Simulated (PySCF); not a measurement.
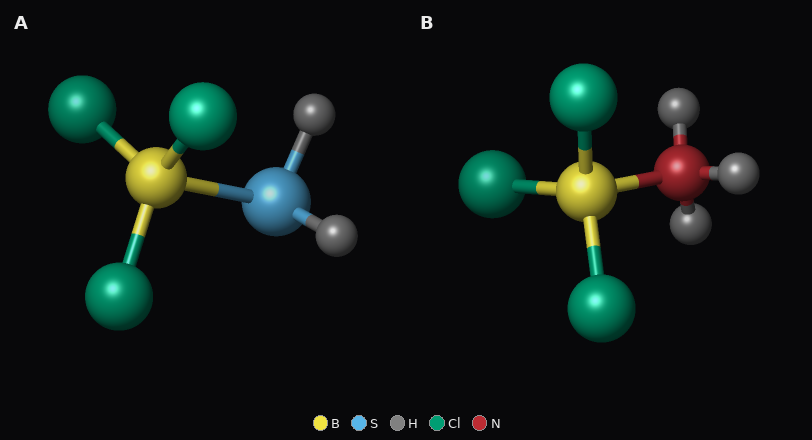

Two related species, optimised with PBE0-D3(BJ)/def2-SVP; properties computed with PySCF 2.14.0. Both: charge 0, singlet.

What are A and B?

A is B(H2S)Cl3, B is B(NH3)Cl3.

Compare them. With PBE0/pcSseg-1: dipole moment (D), HOMO–LUMO gap (eV), HOMO energy (Kohn–Sham orbital) (eV), shielding of B (ppm), Hirshfeld charge of B (e), IAO charge of B (e). With ωB97X-D/def2-SVPD: lowest vertical singlet excitation (eV), mean static polarisability (bohr³). With PBE0-D3(BJ)/def2-SVP: mean B–Cl length (Å).

```json
{"quantity": "dipole moment (D)", "A": "4.88", "B": "6.60"}
{"quantity": "HOMO–LUMO gap (eV)", "A": "7.67", "B": "7.94"}
{"quantity": "HOMO energy (Kohn–Sham orbital) (eV)", "A": "−8.46", "B": "−8.12"}
{"quantity": "shielding of B (ppm)", "A": "84.0", "B": "96.1"}
{"quantity": "Hirshfeld charge of B (e)", "A": "0.09", "B": "0.11"}
{"quantity": "IAO charge of B (e)", "A": "−0.02", "B": "0.07"}
{"quantity": "lowest vertical singlet excitation (eV)", "A": "6.73", "B": "7.17"}
{"quantity": "mean static polarisability (bohr³)", "A": "78.5", "B": "66.4"}
{"quantity": "mean B–Cl length (Å)", "A": "1.801", "B": "1.828"}
```

Each is one conformer, and no frequency run is at hand to confirm it as a minimum.
